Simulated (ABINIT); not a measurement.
# CaO (Fm-3m): a self-consistent loop beyond G0W0, cycle by cycle, part 3 of 3

Aim: iterate the self-energy on CaO (Fm-3m) and follow the gap from cycle to cycle.

ABINIT 10.8.3; PBE and many-body steps on it, plane waves. Known limits of the many-body steps: not at the basis limit; coarse k mesh.

So far. Step 11 (evGW, cycle 1): Against G0W0 in ABINIT (4×4×4 mesh, 41 bands, screening to 130.6 eV, Godby-Needs plasmon pole), the gap moves by +1.047 eV. Step 14 (evGW, cycle 2): Against the cycle before, the gap moves by +0.116 eV.

### Step 15. Screening, 4×4×4 mesh, 41 bands, screening to 130.6 eV

This step: RPA screening on PBE, plane waves, norm-conserving pseudopotentials.

Input file run.abi:

```
acell 3*1.0 Angstrom
rprim 
  -0.000000000000 2.403555696000 2.403555696000
  2.403555696000 -0.000000000000 2.403555696000
  2.403555696000 2.403555696000 -0.000000000000
ntypat 2
znucl 20 8
natom 2
typat 1 2
xred 
  0.000000000000 0.000000000000 0.000000000000
  0.500000000000 0.500000000000 0.500000000000
pp_dirpath "pseudos"
pseudos "Ca.upf, O.upf"
ecut 36
ngkpt 4 4 4
nshiftk 1
shiftk 0 0 0
kptopt 1
chksymbreak 0
istwfk *1
occopt 1
irdwfk 1
optdriver 3
nband 41
ecuteps 4.8
inclvkb 2
awtr 1
symchi 1
gwcalctyp 10
mbpt_sciss 3.628 eV
nqptdm 1
qptdm 
  0 0 0
indata_prefix "in"
outdata_prefix "out"
tmpdata_prefix "tmp"
```

Run with:

```sh
OMP_NUM_THREADS=1 mpirun -n 4 abinit run.abi > log
```

Numbers of over 12 decimals in the logs are rounded to 6 here.

The program printed:

```text
.Version 10.8.3 of ABINIT. v10.8.2 released Aug 2026.

 Symmetries : space group Fm -3 m (#225); Bravais cF (face-center cubic)
[... echo of the input left out ...]
== DATASET  1 ==================================================================
-   mpi_nproc: 4, omp_nthreads: 1 (-1 if OMP is not activated)

--- !DatasetInfo
iteration_state: {dtset: 1, }
dimensions: {natom: 2, nkpt: 8, mband: 41, nsppol: 1, nspinor: 1, nspden: 1, mpw: 1964, }
cutoff_energies: {ecut:  36.0, pawecutdg:  -1.0, }
[...]
[... chi0 elements left out ...]
 For q-point:  0.000010 0.000020 0.000030
  dielectric constant =   2.9091
  dielectric constant without local fields =   3.1394

  Average fulfillment of the sum rule on Im[epsilon] for q-point    1 :     52.89  [%]
[... wings left out ...]
== END DATASET(S) ==============================================================
================================================================================

 -outvars: echo values of variables after computation  --------
           etotal      0.0000000000E+00
            nband          41
             nkpt           8
          spgroup         225
 [... the other variables as echoed above ...]

 Calculation completed.
```

Wall time 2.7 s (4 MPI ranks of Arm Neoverse V1, shared host); peak memory 0.11 GiB; 11 s of CPU time.

Numbers from this step:

```yaml
eps_infinity_with_local_fields_on_this_mesh_along_the_program_s_q_direction: 2.909
the_same_without_local_fields: 3.139
plasma_frequency: 28.19 eV
plane_waves_in_the_screening_matrix: 113
```

This screening uses the functional's bands under a rigid shift, the mean opening of the cycle before.

### Step 16. Screening, 4×4×4 mesh, 41 bands, screening to 130.6 eV

This step: RPA screening on PBE from quasiparticle energies, plane waves, norm-conserving pseudopotentials.

run.abi, as its differences from that of step 15:

```diff
@@ -29,7 +29,13 @@
 symchi 1
+irdqps 1
 gwcalctyp 10
-mbpt_sciss 3.628 eV
-nqptdm 1
+nqptdm 7
 qptdm 
-  0 0 0
+  0.2500000000 0.0000000000 0.0000000000
+  0.5000000000 0.0000000000 0.0000000000
+  0.2500000000 0.2500000000 0.0000000000
+  0.5000000000 0.2500000000 0.0000000000
+  -0.2500000000 0.2500000000 0.0000000000
+  0.5000000000 0.5000000000 0.0000000000
+  -0.2500000000 0.5000000000 0.2500000000
 indata_prefix "in"
```

Input file mrgscr.stdin:

```
2
merged
q0_SCR
out_SCR
1
```

Run with:

```sh
OMP_NUM_THREADS=1 mpirun -n 4 abinit run.abi > log; mrgscr < mrgscr.stdin
```

The program printed:

```text
.Version 10.8.3 of ABINIT. v10.8.2 released Aug 2026.

 Symmetries : space group Fm -3 m (#225); Bravais cF (face-center cubic)
[... echo of the input left out ...]
== DATASET  1 ==================================================================
-   mpi_nproc: 4, omp_nthreads: 1 (-1 if OMP is not activated)

--- !DatasetInfo
iteration_state: {dtset: 1, }
dimensions: {natom: 2, nkpt: 8, mband: 41, nsppol: 1, nspinor: 1, nspden: 1, mpw: 1964, }
cutoff_energies: {ecut:  36.0, pawecutdg:  -1.0, }
[...]
q-point number  1        q = ( 0.250000, 0.000000, 0.000000) [r.l.u.]
--------------------------------------------------------------------------------
[... chi0 elements left out ...]
  Average fulfillment of the sum rule on Im[epsilon] for q-point    2 :     79.06  [%]

--------------------------------------------------------------------------------
  q-point number  2        q = ( 0.500000, 0.000000, 0.000000) [r.l.u.]
--------------------------------------------------------------------------------
[... chi0 elements left out ...]
  Average fulfillment of the sum rule on Im[epsilon] for q-point    3 :     68.78  [%]

 [... 5 further q-points ...]
```

Elapsed: 5.2 s, on 4 MPI ranks; peak memory 0.4 GiB.

Numbers from this step:

```yaml
plasma_frequency: 28.19 eV
plane_waves_in_the_screening_matrix: 113
```

This screening reads the quasiparticle levels of the cycle before.

### Step 17. evGW, cycle 3

This step: evGW on PBE, plane waves, norm-conserving pseudopotentials.

run.abi, as its differences from that of step 16:

```diff
@@ -23,12 +23,10 @@
 irdwfk 1
-optdriver 3
+optdriver 4
 nband 41
-ecuteps 4.8
-inclvkb 2
-awtr 1
-symchi 1
-irdqps 1
 gwcalctyp 10
-nqptdm 7
-qptdm 
+ecutsigx 36
+symsigma 1
+nkptgw 8
+kptgw 
+  0.0000000000 0.0000000000 0.0000000000
   0.2500000000 0.0000000000 0.0000000000
@@ -40,2 +38,15 @@
   -0.2500000000 0.5000000000 0.2500000000
+bdgw 
+  1 14
+  1 14
+  1 14
+  1 14
+  1 14
+  1 14
+  1 14
+  1 14
+ecuteps 4.8
+irdscr 1
+ppmodel 1
+irdqps 1
 indata_prefix "in"
```

Run with:

```sh
OMP_NUM_THREADS=1 mpirun -n 4 abinit run.abi > log
```

The program printed:

```text
.Version 10.8.3 of ABINIT. v10.8.2 released Aug 2026.

 Symmetries : space group Fm -3 m (#225); Bravais cF (face-center cubic)
[... echo of the input left out ...]
== DATASET  1 ==================================================================
-   mpi_nproc: 4, omp_nthreads: 1 (-1 if OMP is not activated)

--- !DatasetInfo
iteration_state: {dtset: 1, }
dimensions: {natom: 2, nkpt: 8, mband: 41, nsppol: 1, nspinor: 1, nspden: 1, mpw: 1964, }
cutoff_energies: {ecut:  36.0, pawecutdg:  -1.0, }
[...]
.  kptgw no:  3; Maximum DeltaE = (   0.117   0.000) for band index: 10
[...]
.  kptgw no:  7; Maximum DeltaE = (  -0.082   0.088) for band index:  1
.  kptgw no:  8; Maximum DeltaE = (   0.070   0.141) for band index:  1

== END DATASET(S) ==============================================================
================================================================================

 -outvars: echo values of variables after computation  --------
           etotal      0.0000000000E+00
            nband          41
             nkpt           8
          spgroup         225
 [... the other variables as echoed above ...]

 Calculation completed.
```

Elapsed: 23 s, on 4 MPI ranks; peak memory 0.78 GiB; 90 s of CPU time.

This step gave:

```yaml
quasiparticle_gap_on_the_mesh: 6.904 eV
gap_of_the_density_functional_on_the_mesh: 3.662 eV
k_of_the_valence_top: 0, 0, 0
k_of_the_conduction_bottom: 0.5, 0.5, 0
least_direct_quasiparticle_gap_on_the_computed_points: 7.086 eV
```

Against the cycle before, the gap moves by +0.021 eV.

### Step 18. Screening, 4×4×4 mesh, 41 bands, screening to 130.6 eV

This step: RPA screening on PBE, plane waves, norm-conserving pseudopotentials.

Input file run.abi:

```
acell 3*1.0 Angstrom
rprim 
  -0.000000000000 2.403555696000 2.403555696000
  2.403555696000 -0.000000000000 2.403555696000
  2.403555696000 2.403555696000 -0.000000000000
ntypat 2
znucl 20 8
natom 2
typat 1 2
xred 
  0.000000000000 0.000000000000 0.000000000000
  0.500000000000 0.500000000000 0.500000000000
pp_dirpath "pseudos"
pseudos "Ca.upf, O.upf"
ecut 36
ngkpt 4 4 4
nshiftk 1
shiftk 0 0 0
kptopt 1
chksymbreak 0
istwfk *1
occopt 1
irdwfk 1
optdriver 3
nband 41
ecuteps 4.8
inclvkb 2
awtr 1
symchi 1
gwcalctyp 10
mbpt_sciss 3.648 eV
nqptdm 1
qptdm 
  0 0 0
indata_prefix "in"
outdata_prefix "out"
tmpdata_prefix "tmp"
```

The program printed:

```text
.Version 10.8.3 of ABINIT. v10.8.2 released Aug 2026.

 Symmetries : space group Fm -3 m (#225); Bravais cF (face-center cubic)
[... echo of the input left out ...]
== DATASET  1 ==================================================================
-   mpi_nproc: 4, omp_nthreads: 1 (-1 if OMP is not activated)

--- !DatasetInfo
iteration_state: {dtset: 1, }
dimensions: {natom: 2, nkpt: 8, mband: 41, nsppol: 1, nspinor: 1, nspden: 1, mpw: 1964, }
cutoff_energies: {ecut:  36.0, pawecutdg:  -1.0, }
[...]
[... chi0 elements left out ...]
 For q-point:  0.000010 0.000020 0.000030
  dielectric constant =   2.9063
  dielectric constant without local fields =   3.1362

  Average fulfillment of the sum rule on Im[epsilon] for q-point    1 :     52.92  [%]
[... wings left out ...]
== END DATASET(S) ==============================================================
================================================================================

 -outvars: echo values of variables after computation  --------
           etotal      0.0000000000E+00
            nband          41
             nkpt           8
          spgroup         225
 [... the other variables as echoed above ...]

 Calculation completed.
```

Run time: 2.7 s. Hardware: 4 MPI ranks; peak memory 0.11 GiB; 10 s of CPU time.

Numbers from this step:

| Property | Result |
| --- | --- |
| ε∞ with local fields, on this mesh, along the program's q direction | 2.906 |
| the same without local fields | 3.136 |
| plasma frequency | 28.19 eV |
| plane waves in the screening matrix | 113 |

This screening uses the functional's bands under a rigid shift, the mean opening of the cycle before.

### Step 19. Screening, 4×4×4 mesh, 41 bands, screening to 130.6 eV

This step: RPA screening on PBE from quasiparticle energies, plane waves, norm-conserving pseudopotentials.

run.abi, as its differences from that of step 18:

```diff
@@ -29,7 +29,13 @@
 symchi 1
+irdqps 1
 gwcalctyp 10
-mbpt_sciss 3.648 eV
-nqptdm 1
+nqptdm 7
 qptdm 
-  0 0 0
+  0.2500000000 0.0000000000 0.0000000000
+  0.5000000000 0.0000000000 0.0000000000
+  0.2500000000 0.2500000000 0.0000000000
+  0.5000000000 0.2500000000 0.0000000000
+  -0.2500000000 0.2500000000 0.0000000000
+  0.5000000000 0.5000000000 0.0000000000
+  -0.2500000000 0.5000000000 0.2500000000
 indata_prefix "in"
```

mrgscr.stdin is that of step 16.

Run with:

```sh
OMP_NUM_THREADS=1 mpirun -n 4 abinit run.abi > log; mrgscr < mrgscr.stdin
```

The program printed:

```text
.Version 10.8.3 of ABINIT. v10.8.2 released Aug 2026.

 Symmetries : space group Fm -3 m (#225); Bravais cF (face-center cubic)
[... echo of the input left out ...]
== DATASET  1 ==================================================================
-   mpi_nproc: 4, omp_nthreads: 1 (-1 if OMP is not activated)

--- !DatasetInfo
iteration_state: {dtset: 1, }
dimensions: {natom: 2, nkpt: 8, mband: 41, nsppol: 1, nspinor: 1, nspden: 1, mpw: 1964, }
cutoff_energies: {ecut:  36.0, pawecutdg:  -1.0, }
[...]
q-point number  1        q = ( 0.250000, 0.000000, 0.000000) [r.l.u.]
--------------------------------------------------------------------------------
[... chi0 elements left out ...]
  Average fulfillment of the sum rule on Im[epsilon] for q-point    2 :     79.14  [%]

--------------------------------------------------------------------------------
  q-point number  2        q = ( 0.500000, 0.000000, 0.000000) [r.l.u.]
--------------------------------------------------------------------------------
[... chi0 elements left out ...]
  Average fulfillment of the sum rule on Im[epsilon] for q-point    3 :     68.83  [%]

 [... 5 further q-points ...]
```

Run time: 5.2 s. Hardware: 4 MPI ranks; peak memory 0.4 GiB.

Numbers from this step:

```
plasma frequency                    : 28.19 eV
plane waves in the screening matrix : 113
```

This screening reads the quasiparticle levels of the cycle before.

### Step 20. evGW, cycle 4

This step: evGW on PBE, plane waves, norm-conserving pseudopotentials.

run.abi, as its differences from that of step 19:

```diff
@@ -23,12 +23,10 @@
 irdwfk 1
-optdriver 3
+optdriver 4
 nband 41
-ecuteps 4.8
-inclvkb 2
-awtr 1
-symchi 1
-irdqps 1
 gwcalctyp 10
-nqptdm 7
-qptdm 
+ecutsigx 36
+symsigma 1
+nkptgw 8
+kptgw 
+  0.0000000000 0.0000000000 0.0000000000
   0.2500000000 0.0000000000 0.0000000000
@@ -40,2 +38,15 @@
   -0.2500000000 0.5000000000 0.2500000000
+bdgw 
+  1 14
+  1 14
+  1 14
+  1 14
+  1 14
+  1 14
+  1 14
+  1 14
+ecuteps 4.8
+irdscr 1
+ppmodel 1
+irdqps 1
 indata_prefix "in"
```

Run with:

```sh
OMP_NUM_THREADS=1 mpirun -n 4 abinit run.abi > log
```

The program printed:

```text
.Version 10.8.3 of ABINIT. v10.8.2 released Aug 2026.

 Symmetries : space group Fm -3 m (#225); Bravais cF (face-center cubic)
[... echo of the input left out ...]
== DATASET  1 ==================================================================
-   mpi_nproc: 4, omp_nthreads: 1 (-1 if OMP is not activated)

--- !DatasetInfo
iteration_state: {dtset: 1, }
dimensions: {natom: 2, nkpt: 8, mband: 41, nsppol: 1, nspinor: 1, nspden: 1, mpw: 1964, }
cutoff_energies: {ecut:  36.0, pawecutdg:  -1.0, }
[...]
.  kptgw no:  3; Maximum DeltaE = (   0.138  -0.048) for band index:  1
[...]
.  kptgw no:  7; Maximum DeltaE = (   0.034   0.093) for band index:  1
.  kptgw no:  8; Maximum DeltaE = (  -0.082   0.065) for band index:  1

== END DATASET(S) ==============================================================
================================================================================

 -outvars: echo values of variables after computation  --------
           etotal      0.0000000000E+00
            nband          41
             nkpt           8
          spgroup         225
 [... the other variables as echoed above ...]

 Calculation completed.
```

It took 23 s on 4 MPI ranks; peak memory 0.78 GiB.

Numbers from this step:

| Quantity | Value |
| --- | --- |
| quasiparticle gap on the mesh | 6.907 eV |
| gap of the density functional on the mesh | 3.662 eV |
| k of the valence top | 0, 0, 0 |
| k of the conduction bottom | 0.5, 0.5, 0 |
| least direct quasiparticle gap on the computed points | 7.09 eV |

Against the cycle before, the gap moves by +0.003 eV.

### Step 21. Side by side

Times are wall times on 4 MPI ranks of Arm Neoverse V1, shared host, good to a factor of about two. A run's time includes the screening step that it read.

```tsv
run	mesh	bands	screening cutoff (eV)	DFT gap (eV)	gap on the mesh (eV)	direct (eV)	ε∞ used	time
G0W0	4×4×4	41	130.6	3.662	5.720	6.048	3.67	9.3 s
evGW0, cycle 1	4×4×4	41	130.6	3.662	6.125	6.327	3.67	29 s
evGW0, cycle 2	4×4×4	41	130.6	3.662	6.078	6.318	3.67	29 s
evGW0, cycle 3	4×4×4	41	130.6	3.662	6.067	6.306	3.67	29 s
evGW0, cycle 4	4×4×4	41	130.6	3.662	6.070	6.309	3.67	29 s
evGW, cycle 1	4×4×4	41	130.6	3.662	6.767	6.968	3.04	32 s
evGW, cycle 2	4×4×4	41	130.6	3.662	6.883	7.068	2.93	32 s
evGW, cycle 3	4×4×4	41	130.6	3.662	6.904	7.086	2.91	31 s
evGW, cycle 4	4×4×4	41	130.6	3.662	6.907	7.090	2.91	31 s
```

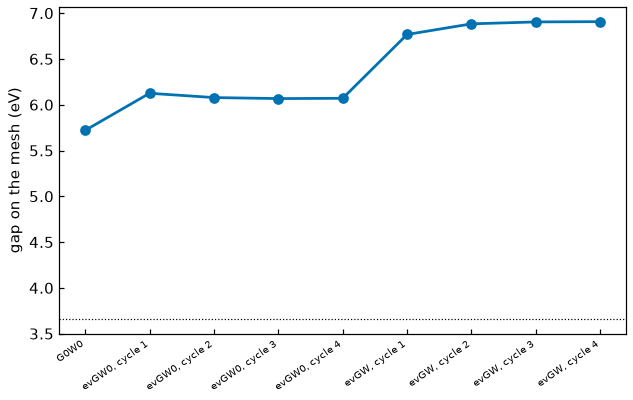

The gap through the cycles; the dotted line is the starting gap.

### Step 22. What came out

| Quantity | Value |
| --- | --- |
| G0W0 | 5.720 eV |
| evGW0, cycle 1 | 6.125 eV |
| evGW0, cycle 2 | 6.078 eV |
| evGW0, cycle 3 | 6.067 eV |
| evGW0, cycle 4 | 6.070 eV |
| evGW, cycle 1 | 6.767 eV |
| evGW, cycle 2 | 6.883 eV |
| evGW, cycle 3 | 6.904 eV |
| evGW, cycle 4 | 6.907 eV |
| known limits | not at the basis limit; coarse k mesh |

In words: Only the bands that the input lists are updated; the others, empty or deep, keep the functional's energies or take a rigid shift. The evGW loop starts from the last levels of evGW0, so its cycles and time come on top of those. evGW0 ends at 6.07 eV, +0.35 eV from G0W0, after 4 cycles that took 93 s beside the first screening; the last moved the gap by 0.003 eV. evGW ends at 6.91 eV, +1.19 eV from G0W0, after 4 cycles that took 2.1 min beside the first screening; the last moved the gap by 0.003 eV. The first cycle of evGW0 takes the full correction, without the factor Z, so it overshoots the one-shot value. Bands and cutoff are finite, so the gap is not at the basis limit. The miss can reach some tenths of an eV and take either sign; the mesh is an error of its own. The 4×4×4 mesh is coarse for this cell, which bears on the long-range parts of exchange and screening. In the updated screening the q = 0 part is built from Kohn-Sham bands under a rigid shift, the other q from the quasiparticle levels.

[Paths, hosts, dates, memory and timing lines, banners, echoed tables and standing remarks are left out of the program output.]

[Logs are printed without paths, hosts, clocks, repeated set-up lines and the standing remarks that a program may print on its own settings, such as how far it seeks lower states.]

[Runs of the session that timed out or met a known fault of the program may be left out.]

[Hosts, paths, dates, database ids (printed as entryN), source tags and the programs' standing remarks are cut or masked in the printed files.]

[G0W0 gaps are taken among the corrected bands and points alone; a level outside them can change the order at an edge.]

[Where Ansatz stands beside ABINIT at settings called matched, ABINIT's density can come from a denser mesh and the files from another edition; pairs whose starting gaps differed by over 0.03 eV were left out, so agreement reads better than it is.]
